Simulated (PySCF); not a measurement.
# Ti⁺, Ti²⁺: excitation energies in aug-cc-pVDZ

Wanted: the excitation energy of titanium, up a ladder of methods.

The numbers are computed with PySCF 2.14.0 (unrestricted determinants in a Gaussian basis, no spin-orbit coupling in the energies), except any that are marked as measured or tabulated.

### 1 The atom as given

```
Element                                   : titanium (Z = 22)
Basis                                     : aug-cc-pVDZ
Hamiltonian                               : no relativity, point nucleus
State 1                                   : Ti⁺: [Ar] 3d1 4s1 4p1, one real determinant (an excited configuration)
State 2                                   : Ti²⁺: [Ar] 3d1 4p1, one real determinant (an excited configuration)
State 3                                   : Ti²⁺: [Ar] 3d1 4s1, high-spin 3D determinant (an excited configuration)
Needed too, but not shown                 : Ti⁺ [Ar] 3d2 4s1 (4F), Ti²⁺ [Ar] 3d2 (3F)
Methods                                   : CCSD(T)
Core shells frozen in the correlated runs : valence: [Ar] (for Ti⁺)
```

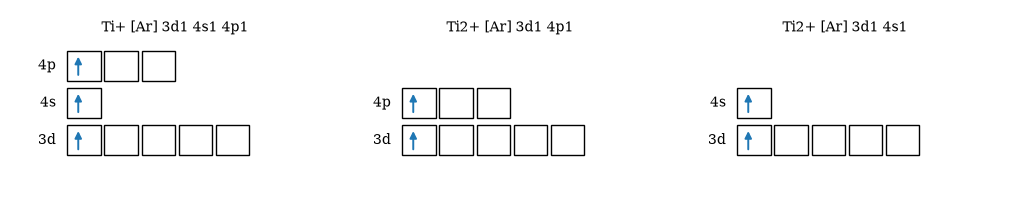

The shells outside the core, filled by Hund's rule for the drawing.

The runs were made by one driver on top of PySCF. The scripts below sum up each run's settings (the driver also hands on starting orbitals that pick excited configurations, and frozen orbitals as a list rather than a count), and the logs come from the driver's own runs. The driver starts from symmetry-adapted Hartree-Fock orbitals, holds the occupation by maximum overlap and uses a logarithmic radial grid for functionals, so a plain start would take other cycles.

The integrals over 59 functions and the set-up took 0.7 s of CPU time.

### 2 Ti⁺ [Ar] 3d1 4s1 4p1, at CCSD(T) (valence)

Level: CCSD(T) (valence).

input.py

```python
from pyscf import gto, scf, dft, mp, cc
import basis_set_exchange as bse
mol = gto.M(atom="Ti 0 0 0", charge=1, spin=3, symmetry="D2h",
            basis=gto.basis.parse(bse.get_basis("aug-cc-pVDZ", elements=["Ti"], fmt="nwchem")))
mf = scf.UHF(mol)
mf.irrep_nelec = {'Ag': (4, 3), 'B1g': (1, 0), 'B1u': (3, 2), 'B2u': (2, 2), 'B3u': (2, 2)}
mf.kernel()
mycc = cc.CCSD(mf, frozen=9).run()
mycc.ccsd_t()
```

Output:

```text
CC2 = 0
CCSD nocc = (np.int64(3), np.int64(0)), nmo = (50, 50)
frozen orbitals [[0, 1, 2, 3, 4, 5, 6, 7, 8], [0, 1, 2, 3, 4, 5, 6, 7, 8]]
max_cycle = 100
direct = 0
conv_tol = 1e-08
conv_tol_normt = 1e-06
diis_space = 8
diis_start_cycle = 0
Init t2, MP2 energy = -0.0051268152371624
Init E_corr(UCCSD) = -0.00512681523922828
cycle = 1  E_corr(UCCSD) = -0.00707657677815485  dE = -0.00194976154  norm(t1,t2) = 0.037632
cycle = 2  E_corr(UCCSD) = -0.00809581449545875  dE = -0.00101923772  norm(t1,t2) = 0.0370723
cycle = 3  E_corr(UCCSD) = -0.00684384966821133  dE = 0.00125196483  norm(t1,t2) = 0.0433512
cycle = 4  E_corr(UCCSD) = -0.00756763352922201  dE = -0.000723783861  norm(t1,t2) = 0.02977
cycle = 5  E_corr(UCCSD) = -0.00721695021842446  dE = 0.000350683311  norm(t1,t2) = 0.0241354
cycle = 6  E_corr(UCCSD) = -0.00604373853729417  dE = 0.00117321168  norm(t1,t2) = 0.0214739
cycle = 7  E_corr(UCCSD) = -0.00606489966217166  dE = -2.11611249e-05  norm(t1,t2) = 0.0116729
cycle = 8  E_corr(UCCSD) = -0.00586475426280451  dE = 0.000200145399  norm(t1,t2) = 0.00598048
cycle = 9  E_corr(UCCSD) = -0.00609691587408756  dE = -0.000232161611  norm(t1,t2) = 0.00386287
cycle = 10  E_corr(UCCSD) = -0.00599435416402889  dE = 0.00010256171  norm(t1,t2) = 0.00316548
[... 26 lines left out ...]
cycle = 37  E_corr(UCCSD) = -0.00632477306604763  dE = 7.94765811e-08  norm(t1,t2) = 3.75983e-06
cycle = 38  E_corr(UCCSD) = -0.00632470353469688  dE = 6.95313507e-08  norm(t1,t2) = 3.26204e-06
cycle = 39  E_corr(UCCSD) = -0.00632448301479577  dE = 2.20519901e-07  norm(t1,t2) = 2.96867e-06
cycle = 40  E_corr(UCCSD) = -0.0063243976076913  dE = 8.54071045e-08  norm(t1,t2) = 1.94627e-06
cycle = 41  E_corr(UCCSD) = -0.00632431195042627  dE = 8.5657265e-08  norm(t1,t2) = 1.54223e-06
cycle = 42  E_corr(UCCSD) = -0.00632430565755193  dE = 6.29287434e-09  norm(t1,t2) = 1.26339e-06
cycle = 43  E_corr(UCCSD) = -0.0063243201041817  dE = -1.44466298e-08  norm(t1,t2) = 1.36643e-06
cycle = 44  E_corr(UCCSD) = -0.00632432610227561  dE = -5.99809391e-09  norm(t1,t2) = 1.14267e-06
cycle = 45  E_corr(UCCSD) = -0.00632433502613039  dE = -8.92385478e-09  norm(t1,t2) = 1.04124e-06
cycle = 46  E_corr(UCCSD) = -0.00632433316764123  dE = 1.85848916e-09  norm(t1,t2) = 7.71124e-07
UCCSD converged
E(UCCSD) = -847.97838078466  E_corr = -0.006324333167641235
UCCSD(T) correction = -0.000367186718147594
```

CPU time 1.9 s on a shared host, the integrals not counted.

CCSD correlation -0.00632 hartree, triples -0.00037; total -847.978748. T1 = 0.023, largest double amplitude 0.114.

The real determinant used has ⟨L²⟩ near 8 against 12 for a pure F term, so it mixes terms.

### 3 Ti²⁺ [Ar] 3d1 4p1, at CCSD(T) (valence)

Level: CCSD(T) (valence).

input.py

```python
from pyscf import gto, scf, dft, mp, cc
import basis_set_exchange as bse
mol = gto.M(atom="Ti 0 0 0", charge=2, spin=2, symmetry="D2h",
            basis=gto.basis.parse(bse.get_basis("aug-cc-pVDZ", elements=["Ti"], fmt="nwchem")))
mf = scf.UHF(mol)
mf.irrep_nelec = {'Ag': (3, 3), 'B1g': (1, 0), 'B1u': (3, 2), 'B2u': (2, 2), 'B3u': (2, 2)}
mf.kernel()
mycc = cc.CCSD(mf, frozen=9).run()
mycc.ccsd_t()
```

Output:

```text
CC2 = 0
CCSD nocc = (np.int64(2), np.int64(0)), nmo = (50, 50)
frozen orbitals [[0, 1, 2, 3, 4, 5, 6, 7, 8], [0, 1, 2, 3, 4, 5, 6, 7, 8]]
max_cycle = 100
direct = 0
conv_tol = 1e-08
conv_tol_normt = 1e-06
diis_space = 8
diis_start_cycle = 0
Init t2, MP2 energy = -0.0011220149803774
Init E_corr(UCCSD) = -0.00112201498752741
cycle = 1  E_corr(UCCSD) = -0.00144889379716441  dE = -0.00032687881  norm(t1,t2) = 0.00748318
cycle = 2  E_corr(UCCSD) = -0.00155376941258548  dE = -0.000104875615  norm(t1,t2) = 0.00361836
cycle = 3  E_corr(UCCSD) = -0.00162269806671938  dE = -6.89286541e-05  norm(t1,t2) = 0.00266728
cycle = 4  E_corr(UCCSD) = -0.00163669230955254  dE = -1.39942428e-05  norm(t1,t2) = 0.00227307
cycle = 5  E_corr(UCCSD) = -0.00166055809917303  dE = -2.38657896e-05  norm(t1,t2) = 0.00214377
cycle = 6  E_corr(UCCSD) = -0.0018783033071632  dE = -0.000217745208  norm(t1,t2) = 0.00205549
cycle = 7  E_corr(UCCSD) = -0.00213598426714073  dE = -0.00025768096  norm(t1,t2) = 0.00118073
cycle = 8  E_corr(UCCSD) = -0.00212778570399932  dE = 8.19856314e-06  norm(t1,t2) = 9.83281e-05
cycle = 9  E_corr(UCCSD) = -0.00213765188692052  dE = -9.86618292e-06  norm(t1,t2) = 4.41611e-05
cycle = 10  E_corr(UCCSD) = -0.00213219571605366  dE = 5.45617087e-06  norm(t1,t2) = 2.58051e-05
cycle = 11  E_corr(UCCSD) = -0.00213305871538007  dE = -8.62999326e-07  norm(t1,t2) = 5.88755e-06
cycle = 12  E_corr(UCCSD) = -0.00213269175914506  dE = 3.66956235e-07  norm(t1,t2) = 1.90024e-06
cycle = 13  E_corr(UCCSD) = -0.0021328505644906  dE = -1.58805346e-07  norm(t1,t2) = 7.63353e-07
cycle = 14  E_corr(UCCSD) = -0.00213282375211719  dE = 2.68123734e-08  norm(t1,t2) = 2.74568e-07
cycle = 15  E_corr(UCCSD) = -0.00213282404035446  dE = -2.8823727e-10  norm(t1,t2) = 1.19202e-07
UCCSD converged
E(UCCSD) = -847.3777384317542  E_corr = -0.002132824040354456
```

It used 1.1 s of CPU time after the integrals (shared host).

CCSD correlation -0.00213 hartree, triples 0.00000; total -847.377738. T1 = 0.001, largest double amplitude 0.169. With two correlated electrons the triples vanish and CCSD is exact in this space.

The real determinant used has ⟨L²⟩ near 8 against 12 for a pure F term, so it mixes terms. A double-excitation amplitude exceeds 0.15, a sign of near-degeneracy.

### 4 Ti²⁺ [Ar] 3d1 4s1: CCSD(T) (valence)

Level: CCSD(T) (valence).

Edit input.py of step 3 so:

```diff
@@ -5,3 +5,3 @@
 mf = scf.UHF(mol)
-mf.irrep_nelec = {'Ag': (3, 3), 'B1g': (1, 0), 'B1u': (3, 2), 'B2u': (2, 2), 'B3u': (2, 2)}
+mf.irrep_nelec = {'Ag': (4, 3), 'B1g': (1, 0), 'B1u': (2, 2), 'B2u': (2, 2), 'B3u': (2, 2)}
 mf.kernel()
```

Output:

```text
CC2 = 0
CCSD nocc = (np.int64(2), np.int64(0)), nmo = (50, 50)
frozen orbitals [[0, 1, 2, 3, 4, 5, 6, 7, 8], [0, 1, 2, 3, 4, 5, 6, 7, 8]]
max_cycle = 100
direct = 0
conv_tol = 1e-08
conv_tol_normt = 1e-06
diis_space = 8
diis_start_cycle = 0
Init t2, MP2 energy = -0.00203405092162427
Init E_corr(UCCSD) = -0.00203405092477335
cycle = 1  E_corr(UCCSD) = -0.00260116274832794  dE = -0.000567111824  norm(t1,t2) = 0.00960344
cycle = 2  E_corr(UCCSD) = -0.00277582004079735  dE = -0.000174657292  norm(t1,t2) = 0.00761883
cycle = 3  E_corr(UCCSD) = -0.00272402983243198  dE = 5.17902084e-05  norm(t1,t2) = 0.0131754
cycle = 4  E_corr(UCCSD) = -0.00286986887786875  dE = -0.000145839045  norm(t1,t2) = 0.00462848
cycle = 5  E_corr(UCCSD) = -0.00287708163414217  dE = -7.21275627e-06  norm(t1,t2) = 0.00120679
cycle = 6  E_corr(UCCSD) = -0.0028802987179617  dE = -3.21708382e-06  norm(t1,t2) = 0.000253624
cycle = 7  E_corr(UCCSD) = -0.00288016629960804  dE = 1.32418354e-07  norm(t1,t2) = 6.76754e-05
cycle = 8  E_corr(UCCSD) = -0.00288019888198118  dE = -3.25823731e-08  norm(t1,t2) = 9.99175e-06
cycle = 9  E_corr(UCCSD) = -0.00288018302739494  dE = 1.58545862e-08  norm(t1,t2) = 3.79817e-06
cycle = 10  E_corr(UCCSD) = -0.00288019157664756  dE = -8.54925262e-09  norm(t1,t2) = 1.39703e-06
cycle = 11  E_corr(UCCSD) = -0.00288019364072756  dE = -2.06408e-09  norm(t1,t2) = 3.6279e-07
UCCSD converged
E(UCCSD) = -847.5493206499107  E_corr = -0.002880193640727562
```

It used 0.98 s of CPU time after the integrals (shared host).

CCSD correlation -0.00288 hartree, triples 0.00000; total -847.549321. T1 = 0.004, largest double amplitude 0.017. With two correlated electrons the triples vanish and CCSD is exact in this space.

### 5 The energy differences

Excitation energy: Ti⁺ [Ar] 3d2 4s1 (4F) → Ti⁺ [Ar] 3d1 4s1 4p1 (high-spin determinant).

| method | value (eV) | less CCSD(T) (valence) (eV) |
| --- | --- | --- |
| UHF | 6.390 | -0.118 |
| MP2 (valence) | 6.471 | -0.038 |
| SCS-MP2 (valence) | 6.417 | -0.092 |
| CCSD (valence) | 6.517 | +0.009 |
| CCSD(T) (valence) | 6.509 | +0.000 |

Excitation energy: Ti²⁺ [Ar] 3d2 (3F) → Ti²⁺ [Ar] 3d1 4p1 (high-spin determinant).

| method | value (eV) | less FCI (valence) (eV) |
| --- | --- | --- |
| UHF | 9.754 | -0.042 |
| MP2 (valence) | 9.799 | +0.003 |
| SCS-MP2 (valence) | 9.769 | -0.027 |
| CCSD (valence) | 9.796 | +0.000 |
| CCSD(T) (valence) | 9.796 | +0.000 |
| CCSDT (valence) | 9.796 | +0.000 |
| FCI (valence) | 9.796 | +0.000 |

The coupled-cluster amplitudes are large for Ti2+, so a single reference is strained.

Excitation energy: Ti²⁺ [Ar] 3d2 (3F) → Ti²⁺ [Ar] 3d1 4s1 (3D).

| method | value (eV) | less FCI (valence) (eV) |
| --- | --- | --- |
| UHF | 5.106 | -0.021 |
| MP2 (valence) | 5.125 | -0.002 |
| SCS-MP2 (valence) | 5.112 | -0.015 |
| CCSD (valence) | 5.127 | +0.000 |
| CCSD(T) (valence) | 5.127 | +0.000 |
| CCSDT (valence) | 5.127 | +0.000 |
| FCI (valence) | 5.127 | +0.000 |

The differences also use runs on Ti⁺ [Ar] 3d2 4s1 (4F), Ti²⁺ [Ar] 3d2 (3F), which are not shown here. The runs at UHF, MP2 (valence) are not shown; their differences are listed all the same.

### 6 Outcome

```
                                 quantity                                  value
excitation energy, Ti⁺ → [Ar] 3d1 4s1 4p1  UHF 6.390, CCSD(T) (valence) 6.509 eV
   excitation energy, Ti²⁺ → [Ar] 3d1 4p1      UHF 9.754, FCI (valence) 9.796 eV
   excitation energy, Ti²⁺ → [Ar] 3d1 4s1      UHF 5.106, FCI (valence) 5.127 eV
```

Accuracy by level (over 1 difference):

| method | mean absolute miss against CCSD(T) (valence) (eV) |
| --- | --- |
| UHF | 0.118 |
| MP2 (valence) | 0.038 |
| SCS-MP2 (valence) | 0.092 |
| CCSD (valence) | 0.009 |
| CCSD(T) (valence) | 0.000 |

In words: For the first difference the methods span 0.127 eV, from UHF (6.390) to CCSD (valence) (6.517). No reference value is at hand in this session. All values hold for this basis alone; no basis-set limit was taken.
